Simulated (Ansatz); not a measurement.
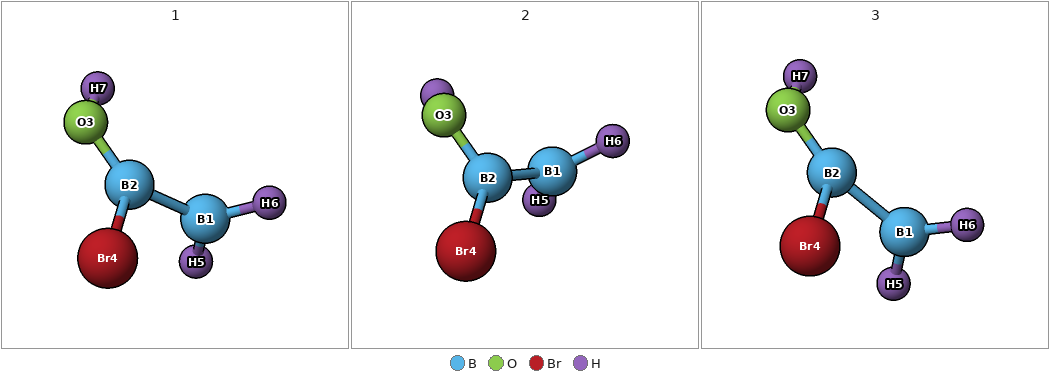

B₂BrH₃O, SMILES BB(O)Br. Coordinates scanned: (1) angle B1–B2–O3; (2) dihedral B1–B2–O3–H7. Nothing is relaxed (all other coordinates rigid). Grid: 11 × 12 points. Energies are in kJ/mol, from the lowest grid point. These are results of RHF/def2-TZVP in Ansatz 0.2.0, not measurements.

The numbered pictures are structures from this grid.

> Rank them by energy, lowest first.

1, at angle B1–B2–O3 = 133.2°, dihedral B1–B2–O3–H7 = 0°: 12 kJ/mol; 3, at angle B1–B2–O3 = 154.2°, dihedral B1–B2–O3–H7 = 0°: 37 kJ/mol; 2, at angle B1–B2–O3 = 105.2°, dihedral B1–B2–O3–H7 = 30°: 61 kJ/mol.

The map, with the structures marked:

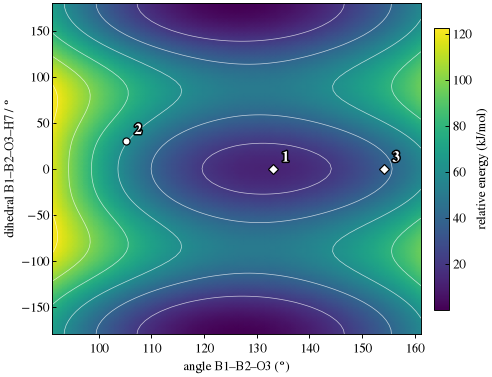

Drawn: a smooth colour map with a few white contour lines. Between grid points the surface is interpolated.
